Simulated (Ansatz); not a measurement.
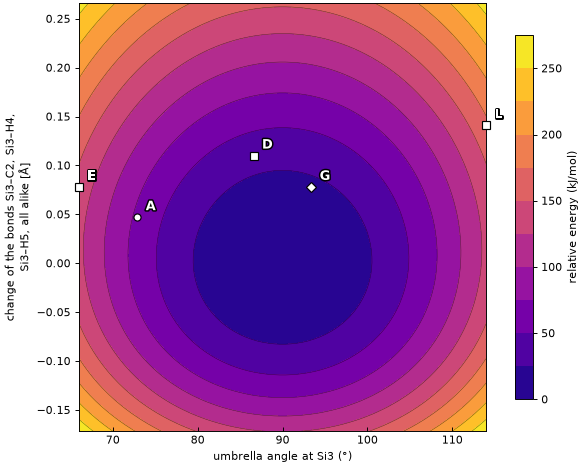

CH₂NSi, SMILES N#C[SiH2+], charge +1. 
- Coordinates scanned: (1) umbrella angle at Si3 (between each of its bonds and their common axis; 90 is planar); (2) change of the bonds Si3–C2, Si3–H4, Si3–H5, all alike.
- Nothing is relaxed (all other coordinates rigid).
- Grid: 15 × 15 points; 120 points were computed and 105 follow by symmetry.
- Points are written as (first, second).
- Energies are in kJ/mol, from the relaxed molecule at the same level.
- The calculation used RKS CAM-B3LYP-D4/def2-TZVP in Ansatz.

Drawn: filled contours, lettered points. Between grid points the surface is interpolated.

Is D the lowest point of the computed grid?

Answer. No. D lies 34 kJ/mol above the lowest grid point, which is at (90.0°, 0.016 Å).

Rank the lettered points by energy, lowest first.

Answer. G (20 kJ/mol), D (35 kJ/mol), A (71 kJ/mol), E (141 kJ/mol), L (170 kJ/mol).

What kind of point is each of A, D, G: minimum, saddle, maximum or slope?

Answer. A: on a slope; D: on a slope; G: on a slope. (In these two coordinates alone; a stationary point may lie a little off the grid point.)
